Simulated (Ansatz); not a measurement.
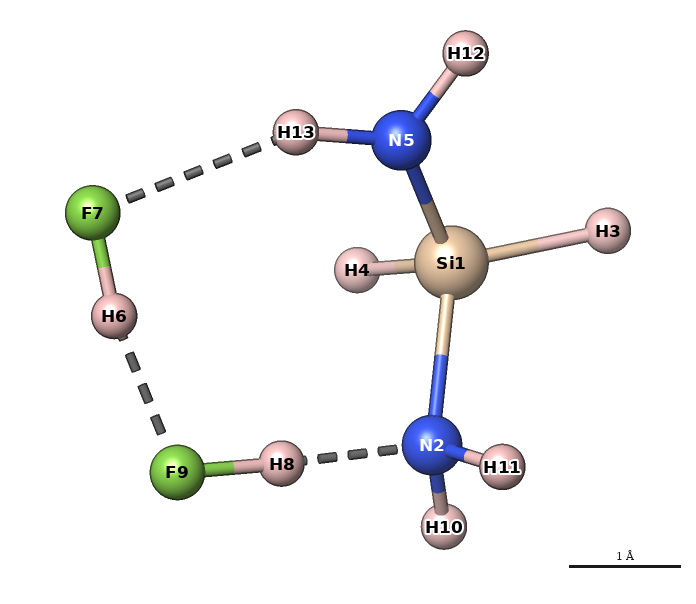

Broken lines mark hydrogen bonds. The computed structure is the end point of a PBE0-D4/def2-TZVP optimisation.

Tabulate the hydrogen bonds (donors O, N, F, S, Cl) with their geometry.

| D–H···A | D–H (Å) | H···A (Å) | angle (°) | kind |
| --- | --- | --- | --- | --- |
| F7–H6···F9 | 0.95 | 1.54 | 169 | intermolecular |
| F9–H8···N2 | 1.02 | 1.48 | 178 | intermolecular |
| N5–H13···F7 | 1.01 | 2.01 | 154 | intermolecular |
